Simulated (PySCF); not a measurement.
SMILES c1ccc2sccc2c1, GFN2-xTB optimised geometry. Atoms within 1.6 Å of the plane z = 0.0 Å (x, y, z in Å): C1 (-1.47, -1.43, 0.00), C2 (-2.19, -0.24, 0.00), C3 (-1.53, 0.98, 0.00), C4 (-0.15, 0.98, 0.00), S5 (0.90, 2.37, 0.00), C6 (2.30, 1.34, 0.00), C7 (2.00, 0.03, 0.00), C8 (0.59, -0.22, 0.00), C9 (-0.09, -1.43, 0.00), H10 (-2.01, -2.37, 0.00), H11 (-3.27, -0.26, 0.00), H12 (-2.08, 1.91, 0.00), H13 (3.27, 1.80, 0.00), H14 (2.74, -0.75, 0.00), H15 (0.46, -2.36, 0.00).

Method: B3LYP/def2-TZVP (PySCF). Cells within 0.4 Å of a nucleus heavier than hydrogen are left out (blank, or x).

Map of the deformation density (molecule minus spherical neutral atoms) (e/bohr³) on the plane z = 0.0 Å:

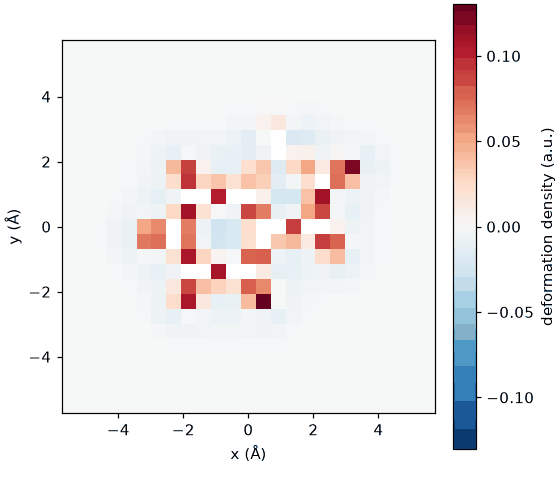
Deformation density (molecule minus spherical neutral atoms) (e/bohr³) on the plane z = 0.0 Å.
